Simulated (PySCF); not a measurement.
# PH (SMILES [PH]): UCCSDT/cc-pVTZ

Aim: the energy change on altering one bond length of PH at UCCSDT/cc-pVTZ, from 2 runs. Input form: a Python script.

The calculation is run with PySCF 2.14.0.

4 further runs of the same task are left out: 4 set aside as unsound or not needed.

### 1 Starting point

PH: 2 atoms, total charge 0, spin state triplet. SMILES: `[PH]`. The coordinates come from a PBE0-D4/def2-TZVP relaxation.

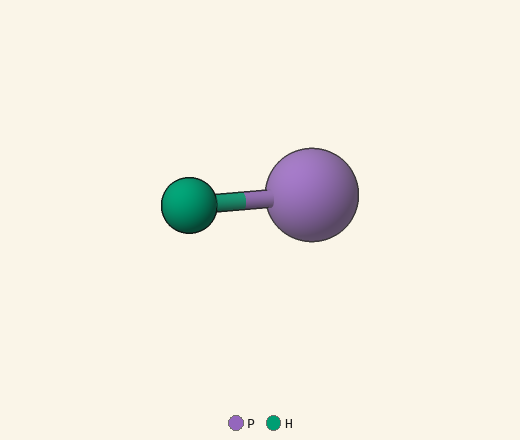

The structure, seen from a chosen angle (phosphorus purple, hydrogen teal).

### 2 The energy at UCCSDT/cc-pVTZ

The input, job.py:

```python
from pyscf import gto, cc

molecule = gto.Mole()
molecule.atom = '''
P    0.000000   0.000000  -0.014610
H    0.000000   0.000000   1.413680
'''
molecule.basis = 'cc-pvtz'
molecule.max_memory = 1860
molecule.spin = 2
molecule.verbose = 3
molecule.build()

mf = molecule.UHF()
mf.conv_tol = 1e-10
mf.kernel()
if not mf.converged:
    mf = mf.newton().run(mf.mo_coeff, mf.mo_occ)

mycc = cc.CCSDT(mf, frozen=5)
mycc.kernel()
e_tot = mycc.e_tot
print('E(%s) = %.9f' % ('CCSDT', e_tot))
```

Started as:

```sh
$ OMP_NUM_THREADS=1 python job.py
```

What it wrote:

```text
WARN: HOMO -0.169318315605692 >= LUMO -0.169318315605695

converged SCF energy = -341.297699696694  <S^2> = 2.0270443  2S+1 = 3.0179757
_make_eris_incore_UCCSDT

WARN: A large `blksize_v_aaa` is being used, which may cause large memory consumption
      for storing contraction intermediates. If memory is sufficient, consider using
      `pyscf.cc.uccsdt_highm.UCCSDT` instead.

WARN: A large `blksize_v_aab` is being used, which may cause large memory consumption
      for storing contraction intermediates. If memory is sufficient, consider using
      `pyscf.cc.uccsdt_highm.UCCSDT` instead.

UCCSDT converged
E(UCCSDT) = -341.433315428558   E_corr = -0.1356157318641764
E_corr(same-spin) = -0.0254980096491687
E_corr(oppo-spin) = -0.110117722215008
E(CCSDT) = -341.433315429
```

Run time: 43 s. Hardware: 1 thread of Arm Neoverse V2, shared host; peak memory 0.48 GiB.

### 3 The distorted shape

The input, input.xyz:

```xyz
2

P      0.000000     0.000000    -0.228820
H      0.000000     0.000000     1.413680
```

The input, run.py:

```python
from pyscf import gto, scf, cc

system = gto.M(
    atom='input.xyz',
    basis='cc-pvtz',
    verbose=4,
    max_memory=1860,
    charge=0,
    spin=2,
)

mf = scf.UHF(system)
mf.conv_tol = 1e-10
mf.kernel()
if not mf.converged:
    mf = mf.newton().run(mf.mo_coeff, mf.mo_occ)

mycc = cc.CCSDT(mf, frozen=5)
mycc.kernel()
energy = mycc.e_tot
print('E = %.10f Eh' % energy)
```

Started as:

```sh
$ OMP_NUM_THREADS=1 python run.py
```

What it wrote:

```text
PySCF version 2.14.0

[INPUT] num. atoms = 2
[INPUT] num. electrons = 16
[INPUT] charge = 0
[INPUT] spin (= nelec alpha-beta = 2S) = 2
[INPUT] symmetry False subgroup None
[INPUT] Mole.unit = angstrom
[INPUT] Symbol           X                Y                Z      unit          X                Y                Z       unit  Magmom
[INPUT]  1 P      0.000000000000   0.000000000000  -0.228820000000 AA    0.000000000000   0.000000000000  -0.432407131823 Bohr   0.0
[INPUT]  2 H      0.000000000000   0.000000000000   1.413680000000 AA    0.000000000000   0.000000000000   2.671468027775 Bohr   0.0

nuclear repulsion = 4.83266859287671
number of shells = 15
number of NR pGTOs = 75
number of NR cGTOs = 48
basis = cc-pvtz
ecp = {}

******** <class 'pyscf.scf.uhf.UHF'> ********
method = UHF
initial guess = minao
damping factor = 0
level_shift factor = 0
DIIS = <class 'pyscf.scf.diis.CDIIS'>
diis_start_cycle = 1
diis_space = 8
diis_damp = 0
SCF conv_tol = 1e-10
SCF conv_tol_grad = None
SCF max_cycles = 50
direct_scf = True
direct_scf_tol = 1e-13
number electrons alpha = 9  beta = 7
Set gradient conv threshold to 1e-05
init E= -340.855344138345
[... the frontier-level lines of each cycle are left out ...]


cycle= 1 E= -341.262899641171  delta_E= -0.408  |g|= 0.123  |ddm|= 0.715
cycle= 2 E= -341.279550980659  delta_E= -0.0167  |g|= 0.0447  |ddm|= 0.186
cycle= 3 E= -341.281893160716  delta_E= -0.00234  |g|= 0.0195  |ddm|= 0.0537
cycle= 4 E= -341.282577158215  delta_E= -0.000684  |g|= 0.00633  |ddm|= 0.0368
cycle= 5 E= -341.282654531661  delta_E= -7.74e-05  |g|= 0.00185  |ddm|= 0.0122
cycle= 6 E= -341.282661293163  delta_E= -6.76e-06  |g|= 0.000497  |ddm|= 0.00358
cycle= 7 E= -341.282661867433  delta_E= -5.74e-07  |g|= 0.000206  |ddm|= 0.00093
cycle= 8 E= -341.28266201883  delta_E= -1.51e-07  |g|= 0.000127  |ddm|= 0.000552
cycle= 9 E= -341.282662104566  delta_E= -8.57e-08  |g|= 8.25e-05  |ddm|= 0.000479
cycle= 10 E= -341.282662158196  delta_E= -5.36e-08  |g|= 1.13e-05  |ddm|= 0.000684
cycle= 11 E= -341.282662158649  delta_E= -4.53e-10  |g|= 3.08e-06  |ddm|= 5.38e-05
cycle= 12 E= -341.282662158669  delta_E= -2.01e-11  |g|= 7.24e-07  |ddm|= 8.34e-06
Extra cycle  E= -341.28266215867  delta_E= -6.82e-13  |g|= 3.88e-07  |ddm|= 1.4e-06
converged SCF energy = -341.28266215867  <S^2> = 2.0265566  2S+1 = 3.0176525

******** <class 'pyscf.cc.uccsdt.UCCSDT'> ********
UCCSDT nocc = (np.int64(4), np.int64(2)), nmo = (43, 43)
Allocating only the i<=j<=k part of the T3 amplitude in memory
frozen orbitals 5
max_cycle = 50
conv_tol = 1e-07
conv_tol_normt = 1e-06
diis with the T3 amplitude
diis_space = 6
diis_start_cycle = 0
diis_start_energy_diff = 1e+09
einsum_backend: numpy
_make_eris_incore_UCCSDT
blksize_o_aaa     4    blksize_v_aaa    41
blksize_o_aab     4    blksize_v_aab    41

WARN: A large `blksize_v_aaa` is being used, which may cause large memory consumption
      for storing contraction intermediates. If memory is sufficient, consider using
      `pyscf.cc.uccsdt_highm.UCCSDT` instead.

WARN: A large `blksize_v_aab` is being used, which may cause large memory consumption
      for storing contraction intermediates. If memory is sufficient, consider using
      `pyscf.cc.uccsdt_highm.UCCSDT` instead.

Approximate memory usage estimate
Init t2, MP2 energy = -0.107694355297798
Init E_corr(UCCSDT) = -0.107694355297976
cycle =  1  E_corr(UCCSDT) = -0.125152427064  dE = -1.745807176639e-02  norm(d tamps) = 6.91008679e-02
cycle =  2  E_corr(UCCSDT) = -0.133164253047  dE = -8.011825982818e-03  norm(d tamps) = 3.22139002e-02
cycle =  3  E_corr(UCCSDT) = -0.138480956634  dE = -5.316703586759e-03  norm(d tamps) = 1.64469618e-02
cycle =  4  E_corr(UCCSDT) = -0.139037720498  dE = -5.567638640534e-04  norm(d tamps) = 4.57529845e-03
cycle =  5  E_corr(UCCSDT) = -0.138863478116  dE =  1.742423821705e-04  norm(d tamps) = 2.36618769e-03
cycle =  6  E_corr(UCCSDT) = -0.138890902076  dE = -2.742396014832e-05  norm(d tamps) = 1.01006439e-03
cycle =  7  E_corr(UCCSDT) = -0.138909524640  dE = -1.862256418611e-05  norm(d tamps) = 5.41567856e-04
cycle =  8  E_corr(UCCSDT) = -0.138909591601  dE = -6.696130191997e-08  norm(d tamps) = 3.00964445e-04
cycle =  9  E_corr(UCCSDT) = -0.138912064689  dE = -2.473087606564e-06  norm(d tamps) = 1.75839203e-04
cycle = 10  E_corr(UCCSDT) = -0.138911843082  dE =  2.216067335747e-07  norm(d tamps) = 6.17593525e-05
cycle = 11  E_corr(UCCSDT) = -0.138910819221  dE =  1.023860854543e-06  norm(d tamps) = 2.84166459e-05
cycle = 12  E_corr(UCCSDT) = -0.138910013626  dE =  8.055958577446e-07  norm(d tamps) = 1.05987737e-05
cycle = 13  E_corr(UCCSDT) = -0.138909769140  dE =  2.444861200157e-07  norm(d tamps) = 4.52878180e-06
cycle = 14  E_corr(UCCSDT) = -0.138909690739  dE =  7.840097943079e-08  norm(d tamps) = 2.10882919e-06
cycle = 15  E_corr(UCCSDT) = -0.138909689184  dE =  1.554911255308e-09  norm(d tamps) = 1.22561433e-06
cycle = 16  E_corr(UCCSDT) = -0.138909680685  dE =  8.498879683350e-09  norm(d tamps) = 7.41233706e-07
UCCSDT converged
E(UCCSDT) = -341.4215718393544   E_corr = -0.1389096806847366
E_corr(same-spin) = -0.0253558842144572
E_corr(oppo-spin) = -0.113553796470279
E = -341.4215718394 Eh
```

Run time: 53 s. Hardware: 1 thread of Arm Neoverse V2, shared host; peak memory 0.47 GiB.

### 4 Summary of results

At UCCSDT/cc-pVTZ, 5 core orbitals frozen:

| quantity | value |
| --- | --- |
| first shape: total energy | -341.43332 Eh |
| first shape: dipole moment (Hartree–Fock density) | 0.54 D |
| first shape: HOMO energy (Hartree–Fock orbitals) (highest over α and β) | -10.49 eV |
| first shape: LUMO energy (Hartree–Fock orbitals) (lowest over α and β) | 1.33 eV |
| first shape: correlation energy (5 core orbitals frozen) | -135.6 mEh |
| first shape: ⟨S²⟩ of the reference determinant | 2.027 |
| first shape: T1 diagnostic | 0.018 |
| distorted shape: total energy | -341.42157 Eh |
| distorted shape: dipole moment (Hartree–Fock density) | 0.18 D |
| distorted shape: HOMO energy (Hartree–Fock orbitals) (highest over α and β) | -10.59 eV |
| distorted shape: LUMO energy (Hartree–Fock orbitals) (lowest over α and β) | 1.27 eV |
| distorted shape: correlation energy (5 core orbitals frozen) | -138.9 mEh |
| distorted shape: ⟨S²⟩ of the reference determinant | 2.027 |
| distorted shape: T1 diagnostic | 0.018 |
| energy change with the P1–H2 bond stretched from 1.428 to 1.643 Å | 0.320 eV |

**Reading.** With the P1–H2 bond stretched from 1.428 to 1.643 Å the energy rises by 0.32 eV (30.8 kJ/mol). The first shape isn't relaxed at this level, so the change isn't measured from a minimum.
